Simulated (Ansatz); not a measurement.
# A hypothetical structure for BaSn2MoPt, part 2 of 2

This structure for BaSn2MoPt is made up. Its elements were placed in a known structure type with a cell scaled to their sizes. What cell does the guess relax to, and how far off was it?

Ansatz 0.2.0; DFT, PBE, plane-wave PAW, files of the set soft_1, scalar-relativistic, no spin, cell and ions relaxed at zero pressure; PAW set soft_1 (the session's first sound run).

So far: The structure; Relaxing cell and atoms. The relaxed cell has a = 4.825, c = 10.896 Å (conventional setting).

### 3. Bands of the relaxed cell

With the geometry fixed, one more self-consistent run, with a narrower smearing and the mesh shown in its input, gives the bands, and its pressure, and its forces where symmetry allows any, show how far the geometry depends on these settings.

This step: DFT, PBE, plane-wave PAW, files of the set soft_1, scalar-relativistic, no spin, bands and density of states at the relaxed cell; PAW set soft_1 (Ansatz 0.2.0).

Input file input.yaml:

```yaml
crystal:
  lattice:
    - [-2.4124301986, 2.4124301986, 5.4478839475]
    - [2.4124301986, -2.4124301986, 5.4478839475]
    - [2.4124301986, 2.4124301986, -5.4478839475]
  atoms:
    - { symbol: Pt, position: [0.3763953312, 0.3763953312, 0.0] }
    - { symbol: Ba, position: [-0.0202356404, -0.0202356404, 0.0] }
    - { symbol: Sn, position: [0.2309428298, 0.7309428298, 0.5] }
    - { symbol: Sn, position: [0.7309428298, 0.2309428298, 0.5] }
    - { symbol: Mo, position: [0.6064546497, 0.6064546497, 0.0] }
kpoints:
  mp_grid: { grid: [10, 10, 10] }
  band_path:
    path:
      - [[0.0, 0.0, 0.0], [0.5, -0.5, 0.0], [0.5, -0.5, 0.09804463], [0.29902232, -0.29902232, 0.29902232], [0.0, 0.0, 0.0], [0.5, 0.5, -0.5], [0.70097768, 0.29902232, -0.29902232], [0.5, 0.0, 0.0], [0.75, -0.25, -0.25], [0.90195537, 0.09804463, -0.5], [0.5, 0.5, -0.5]]
      - [[0.5, -0.5, 0.0], [0.75, -0.25, -0.25]]
    npoints: 7
scf:
  occupations: { method: fermi_dirac, width: 0.03 }
  n_extra_bands: 9
hamiltonian:
  xc: pbe
  pseudopotentials: { kind: paw, azcp: { folder: soft_1 } }
output:
  forces: true
  stress: true
  write_bands: true
  dos: { projected: true }
  write_density: true
  write_potential: true
  elf: true
  volumetric_format: npy
```

Launch:

```sh
ansatz run input.yaml --threads 4 --pin off --max-ram 8192MiB --backend cpu --events-out ev --progress --plain --runs-dir out
```

Numbers of over 12 decimals in the logs are rounded to 6 here.

The program printed:

```text
[...]
Crystal: 5 atoms, lattice volume = 126.823 Å³
Basis set: ecut = 420 eV, 2471 PW (Γ), exchange–correlation on 90×90×90 points (8 copies of the dense FFT grid, shifted against one another)
Bands: 44, of which v1, the nominal top of the filled ones, is band 35 counted from 1 (34 counted from 0)
Symmetry: 8 space group operations
[...]
k-points: 102 of 1000 (time reversal used)
[...]
SCF iter   1: F=—  HF=-35487.846242 eV  |F-HF|=—  |Δ(HF+E_count)|=         —  Δρ=1.39e-1  dr2=5.55e1  ethr=3.10e-3  ⟨swp⟩=12.4  Hψ=24958  notcnv=0
[...]
SCF iter  10: F=-35479.959051 eV  HF=-35479.959051 eV  |F-HF|=1.02e-8  |Δ(HF+E_count)|=   6.52e-9  Δρ=3.60e-6  dr2=2.59e-8  ethr=1.43e-10  ⟨swp⟩=19.7  Hψ=36080  notcnv=0
SCF 1 converged in 10 iterations: F = -35479.959051 eV  dr2 = 2.59e-8
[...]
NSCF: frozen V_eff on 79 k-points
SCF converged after 10 iterations
Free energy (F): -35479.959051 eV
[...]
Internal energy: -35479.937611 eV  (E = F + TS)
E sigma→0 (E₀):  -35479.948331 eV
Entropy (-TS):   -0.021440 eV (-4.288 meV/atom)
Fermi energy:    12.814958 eV
[...]
--- Forces (eV/Å), atoms counted from 1 ---
  atom   1  Pt    -0.00000000     0.00000000     0.01448221
  atom   2  Ba    -0.00000000    -0.00000000    -0.01498169
  atom   3  Sn    -0.00000000    -0.00000000    -0.00084208
  atom   4  Sn     0.00000000    -0.00000000    -0.00084208
  atom   5  Mo     0.00000000    -0.00000000     0.00222531
  max |Σ_I F_I| component: 4.17e-5 eV/Å
--- Stress (GPa, compression-positive) ---
        0.007935      -0.000000      -0.000000
       -0.000000       0.007935       0.000000
       -0.000000       0.000000      -0.149492
  P = ⅓ Tr σ = -0.0445 GPa (-0.445 kbar)
--- Band table (eV; the first three rows and the last of 102) ---
  k-point 0: bands = [... 31 lower, 10.1288, 11.3402, 12.3398, 13.2148, 13.5814, 14.2325, 14.2325, 15.7380, ... 5 higher]
  k-point 1: bands = [... 31 lower, 10.2805, 11.5822, 12.2874, 13.2444, 13.4370, 14.2528, 14.5582, 14.6625, ... 5 higher]
  k-point 2: bands = [... 31 lower, 10.7219, 11.8446, 12.1107, 13.1414, 13.2505, 13.3370, 14.0041, 14.7888, ... 5 higher]
  k-point 101: bands = [... 31 lower, 11.3981, 12.0629, 12.2592, 12.7999, 12.7999, 13.1851, 14.7754, 15.1528, ... 5 higher]
```

Elapsed: 30 s, on 4 threads of Arm Neoverse V1, shared host; peak memory 0.82 GiB; 2 min of CPU time.

In the SCF lines HF is the Harris–Foulkes energy and dr2 the Hartree energy of the density residual, in eV; the loop may stop once dr2 is under the threshold and the program's other checks hold. Hψ counts applications of the Hamiltonian.

Numbers from this step:

| Item | Value |
| --- | --- |
| free energy | -35479.9591 eV |
| energy at zero smearing | -35479.9483 eV |
| smearing term TS | 0.02144 eV |
| Fermi energy | 12.81 eV |
| pressure | -0.04454 GPa |

From bands.tsv, the bands that come nearest the Fermi level along the path, at its corners, in eV from the Fermi level:

```tsv
point	band 32	band 33	band 34	band 35	band 36	band 37	band 38	band 39
Γ	-2.69	-1.47	-0.48	0.40	0.77	1.42	1.42	2.92
X	-1.47	-1.27	-0.84	-0.68	-0.13	0.20	0.38	0.73
Y	-1.67	-1.27	-0.91	-0.64	0.05	0.34	0.58	0.92
S	-1.50	-1.13	-1.07	-0.19	0.08	0.75	1.00	2.12
Γ	-2.69	-1.47	-0.48	0.40	0.77	1.42	1.42	2.92
Z	-1.42	-0.75	-0.56	-0.02	-0.02	0.37	1.96	2.34
S1	-1.50	-1.13	-1.07	-0.19	0.08	0.75	1.00	2.12
N	-1.67	-1.42	-1.20	-0.23	0.55	0.56	1.50	1.78
P	-1.44	-1.06	-1.06	-0.68	-0.16	0.45	0.45	0.54
Y1	-1.67	-1.27	-0.91	-0.64	0.05	0.34	0.58	0.92
Z	-1.42	-0.75	-0.56	-0.02	-0.02	0.37	1.96	2.34
X	-1.47	-1.27	-0.84	-0.68	-0.13	0.20	0.38	0.73
P	-1.44	-1.06	-1.06	-0.68	-0.16	0.45	0.45	0.54
```

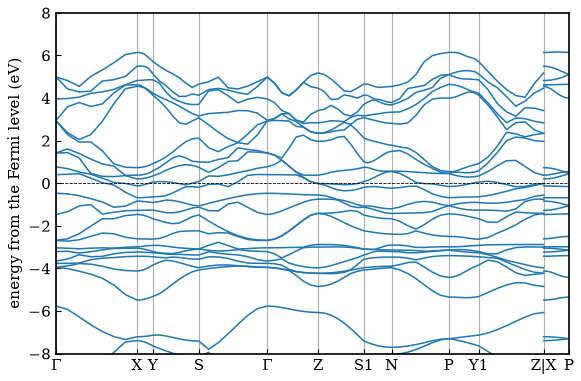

Bands along the path. 22 bands lie wholly below the window drawn.

States per cell as run, both spins, in windows of 1 eV, from dos.tsv (zero at the Fermi level):

| from | to | total |
| --- | --- | --- |
| -8 | -7 | 1.67 |
| -7 | -6 | 0.82 |
| -6 | -5 | 0.22 |
| -5 | -4 | 2.31 |
| -4 | -3 | 8.67 |
| -3 | -2 | 3.10 |
| -2 | -1 | 3.89 |
| -1 | 0 | 3.77 |
| 0 | 1 | 4.63 |
| 1 | 2 | 2.61 |
| 2 | 3 | 2.31 |
| 3 | 4 | 3.56 |

A further 45.5 states lie below the table's range.

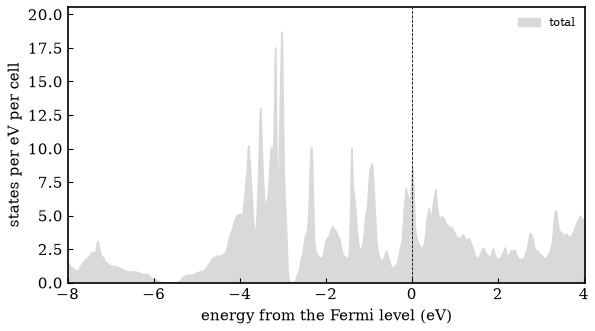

Total density of states, smoothed over about 0.04 eV.

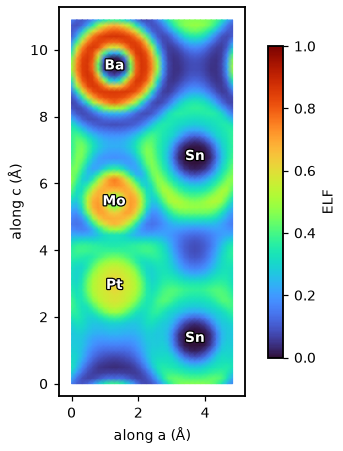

ELF in the ac plane of the conventional cell at fractional y = 0.000, with atoms of Pt and Ba and Sn and Mo within 0.2 Å of it. It is the smooth field of the valence electrons, not physical close to the nuclei. The map starts off the cell's origin, so that atoms lie inside it.

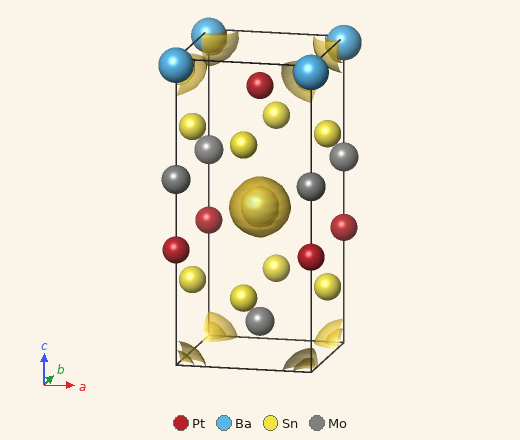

Surface of ELF = 0.79.

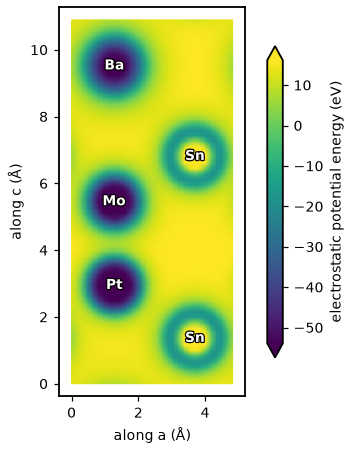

Electrostatic potential energy in the ac plane of the conventional cell at fractional y = 0.000, with atoms of Pt and Ba and Sn and Mo within 0.2 Å of it. With pseudopotentials it is smooth inside the atoms' cores, unlike the true potential. The map starts off the cell's origin, so that atoms lie inside it.

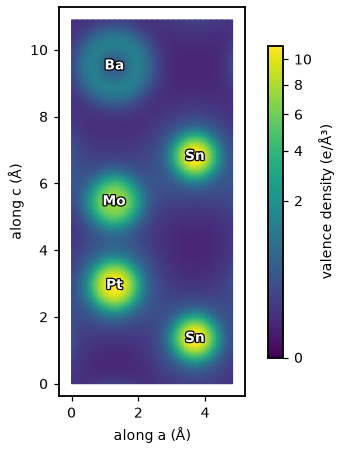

Valence density in the ac plane of the conventional cell at fractional y = 0.000, with atoms of Pt and Ba and Sn and Mo within 0.2 Å of it. It is the smooth field of the valence electrons, not physical close to the nuclei. The map starts off the cell's origin, so that atoms lie inside it. The colour scale is stretched toward low values.

### 4. Summary of results

* space group, relaxed: I4mm
* conventional cell: a = 4.825, b = 4.825, c = 10.896 Å; α = 90.0°, β = 90.0°, γ = 90.0°
* volume per atom: 25.36 Å³ (guess 26.12)

What this shows: BaSn2MoPt relaxes to I4mm with a = 4.825, b = 4.825 and c = 10.896 Å. The guessed volume was 3 % too large. The space group I4mm was held in the relaxation, so the end point is a stationary structure within it and may be a saddle against distortions or other arrangements. Bands cross the Fermi level, so it is a metal or semimetal at this level. On the 10×10×10 mesh with the narrower smearing (relaxed on 8×8×8) the largest force component is 0.015 eV/Å and the largest stress component is 0.149 GPa, against the relaxation's thresholds of 0.015 eV/Å and 0.05 GPa. The cutoff wasn't tested. Spin-orbit coupling is left out, which can matter for elements this heavy. No dispersion term is used, so weakly bound directions may come out too long. The runs have no spin, and magnetism wasn't tested. Nothing here tests whether the compound is stable against decomposition.

[Logs are printed without paths, hosts, clocks, repeated set-up lines and the standing remarks that a program may print on its own settings, such as how far it seeks lower states.]

[Hosts, paths, dates, database ids (printed as entryN), source tags and the programs' standing remarks are cut or masked in the printed files.]
